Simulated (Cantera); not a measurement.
Charge: 1 mol SO2, 1.2 mol H2O, equilibrated at 0.105 Torr.

Equilibrium computed with Cantera from the NASA thermochemical tables; the gas is ideal and each condensed phase is pure. Candidate condensed phases: H2O, H2SO4, S; 19 gas species. The numbers say what is thermodynamically allowed, not how fast it happens.

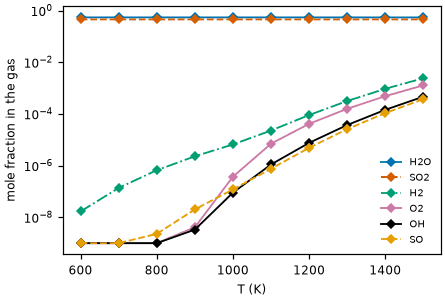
Equilibrium gas composition (values under 1e-9 drawn at 1e-9)

**Question.** Read off the mole fractions at 900 K.

**Answer.** H2O about 0.55, SO2 about 0.45, H2 about 2.3e-6, SO about 2.0e-8.
